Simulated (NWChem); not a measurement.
**N2H (dinitrogen monohydride): levels of theory compared**

Wanted: a comparison of 3 runs (UHF/3-21G, UHF/def2-TZVPPD, UCCSD(T)/def2-SVP) of N2H (dinitrogen monohydride). 

The calculation is run with NWChem 7.3.0.

## (1) Starting point

The species is N2H (3 atoms), meant as a doublet with charge 0. As SMILES, `[N]=N`. The coordinates come from a PBE0-D4/def2-TZVP relaxation.

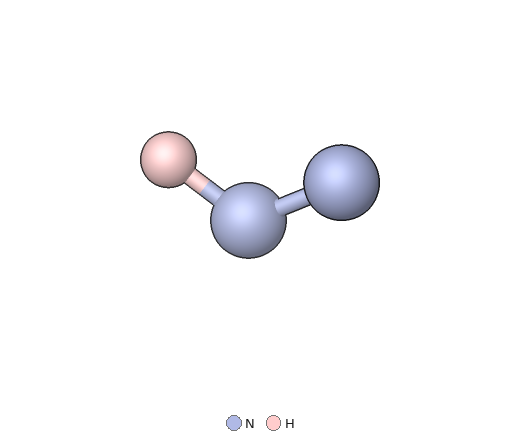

The structure, seen from a chosen angle (nitrogen light blue, hydrogen pink).

## (2) Energy and gradient at UHF/3-21G (run 1)

File run.xyz:

```xyz
3
HN2
N      0.710530    -0.606720     0.326180
N     -0.268660    -0.217710    -0.170100
H     -0.441870     0.824430    -0.156080
```

File run.py:

```python
from ase.io import read
from ase.calculators.nwchem import NWChem

molecule = read('run.xyz')

calc = NWChem(
    label='run',
    theory='scf',
    memory='2200 mb',
    basis='3-21G',
    basispar='spherical bse',
    scf={'nopen': '1', 'uhf': None, 'thresh': '1e-08', 'maxiter': '80'},
)
molecule.calc = calc

forces = molecule.get_forces()
print("Total energy (eV):", round(molecule.get_potential_energy(), 6))
print("forces (eV/A):")
for s, f in zip(molecule.symbols, forces):
    print(f"{s:2s} {f[0]:10.5f} {f[1]:10.5f} {f[2]:10.5f}")
```

The run is started by

```sh
export ASE_NWCHEM_COMMAND="nwchem PREFIX.nwi > PREFIX.nwo"
python run.py
```

The program printed:

```text
Total energy (eV): -2960.261968
forces (eV/A):
N     2.13396   -0.86276    1.07997
N    -2.22616    1.50219   -1.06367
H     0.09220   -0.63943   -0.01630
```

The calculator wrote run.nwi:

```
title "run"

permanent_dir run

scratch_dir run

start run

geometry units angstrom nocenter noautosym noautoz
  N  7.1052999999999999e-01 -6.0672000000000004e-01 3.2618000000000003e-01
  N  -2.6866000000000001e-01 -2.1770999999999999e-01 -1.7010000000000000e-01
  H  -4.4186999999999999e-01 8.2443000000000000e-01 -1.5608000000000000e-01
end

memory 2200 mb

basis spherical bse noprint
   * library 3-21G
end

scf
  nopen 1
  uhf
  thresh 1e-08
  maxiter 80
end

task scf gradient
```

run.nwo:

```text
Northwest Computational Chemistry Package (NWChem) 7.3.0
             --------------------------------------------------------

           Job information
           ---------------

    nwchem branch   = 7.3.0
    use scalapack   = T
    input           = run.nwi
    prefix          = run.
    data base       = run/run.db
    status          = startup
    nproc           =        1

           Memory information
           ------------------

[... 5 lines left out ...]
    hardfail = no
[... 35 lines left out ...]
            Nuclear Dipole moment (a.u.)
[... 70 lines left out ...]
 2-e energy   =      65.371580
[... 18 lines left out ...]
  ga_iter_lsolve: convergence stagnant ... aborting solve
[... 13 lines left out ...]
      One electron energy =   -202.197138248346
[... 9 lines left out ...]
          Final alpha eigenvalues
[... 185 lines left out ...]
                     UHF Final Beta Molecular Orbital Analysis
[... 209 lines left out ...]
                 ----------------------------------------
                 |  Time  |  1-e(secs)   |  2-e(secs)   |
                 ----------------------------------------
                 |  CPU   |       0.00   |       0.01   |
                 ----------------------------------------
                 |  WALL  |       0.00   |       0.01   |
                 ----------------------------------------

 Task  times  cpu:        0.4s     wall:        0.4s
 Total times  cpu:        0.4s     wall:        0.4s
```

Wall time 1.6 s (1 thread of AMD EPYC 7B13 (Zen 3), shared host); peak memory 0.098 GiB.

## (3) Energy and gradient at UHF/def2-TZVPPD (run 2)

File job.nw:

```
echo
START job
TITLE "HN2"
memory stack 880 mb heap 220 mb global 1100 mb

GEOMETRY noautosym nocenter noautoz
  N        0.710530      -0.606720       0.326180
  N       -0.268660      -0.217710      -0.170100
  H       -0.441870       0.824430      -0.156080
END

BASIS "ao basis" spherical bse
  * library def2-TZVPPD
END

SCF
  doublet
  uhf
  thresh 1e-08
  maxiter 80
END

TASK scf gradient
```

The run is started by

```sh
nwchem job.nw > job.out
```

The program printed:

```text
[...]
  functions       =    91
[...]
  wavefunction    = UHF
[...]
         Total SCF energy =   -109.473273261052
      One electron energy =   -203.179276776899
      Two electron energy =     65.986314498002
 Nuclear repulsion energy =     27.719689017845
                       Sz =      0.5000
                 Sz(Sz+1) =      0.7500
                      S^2 =      0.8488
[...]
                         UHF ENERGY GRADIENTS
    atom               coordinates                        gradient
                 x          y          z           x          y          z
   1 N       1.342707  -1.146535   0.616391    0.006316  -0.008757   0.002548
   2 N      -0.507694  -0.411412  -0.321442    0.002651  -0.009878   0.000421
   3 H      -0.835013   1.557947  -0.294948   -0.008968   0.018635  -0.002968
[...]
```

It took 33 s on 1 thread of AMD EPYC 7B13 (Zen 3), shared host; peak memory 0.11 GiB.

## (4) The energy at UCCSD(T)/def2-SVP (run 3)

File input.nw:

```
start input
memory stack 880 mb heap 220 mb global 1100 mb
geometry noautosym nocenter noautoz
  N      0.710530    -0.606720     0.326180
  N     -0.268660    -0.217710    -0.170100
  H     -0.441870     0.824430    -0.156080
end
basis "ao basis" spherical bse
  N library def2-SVP
  H library def2-SVP
end
scf
  doublet
  uhf
  thresh 1e-08
  maxiter 80
  print low
end
tce
  scf
  ccsd(t)
  freeze core 2
  maxiter 60
end
task tce
```

The run is started by

```sh
nwchem input.nw > input.out
```

The program printed:

```text
[...]
  functions       =    33
[...]
  wavefunction    = UHF
[...]
         Total SCF energy =   -109.337911310789
      One electron energy =   -202.995226202931
      Two electron energy =     65.937625874296
 Nuclear repulsion energy =     27.719689017845
                       Sz =      0.5000
                 Sz(Sz+1) =      0.7500
                      S^2 =      0.8523
[...]
         Wavefunction type : Unrestricted Hartree-Fock
          No. of electrons :    15
[...]
         Spin multiplicity : doublet
[...]
 CCSD total energy / hartree       =      -109.651285172328059
[...]
 CCSD[T] total energy / hartree       =      -109.663569552175900
[...]
 CCSD(T) total energy / hartree       =      -109.662236632605101
[...]
```

Wall time 3.9 s (1 thread of AMD EPYC 7B13 (Zen 3), shared host); peak memory 0.13 GiB.

## (5) The series

```
run              level      task  module  energy (Eh)  dipole moment (D)  HOMO energy (eV)  LUMO energy (eV)  wall time
  1          UHF/3-21G  gradient     scf  -108.787622               2.13            -10.21              4.30      1.6 s
  2    UHF/def2-TZVPPD  gradient     scf  -109.473273               1.91            -10.60              2.57       33 s
  3  UCCSD(T)/def2-SVP    energy     tce  -109.662237                  –                 –                 –      3.9 s
```

## (6) Summary of results

| quantity | value |
| --- | --- |
| run 3: total energy | -109.66224 Eh |
| run 3: correlation energy (2 core orbitals frozen) | -324.3 mEh |
| run 3: (T) correction | -10.95 mEh |
| run 3: ⟨S²⟩ of the reference determinant | 0.852 |

In words: Spin contamination of the reference: run 1 ⟨S²⟩ = 0.87, run 3 ⟨S²⟩ = 0.85. All runs together took 39 s, the longest 33 s.
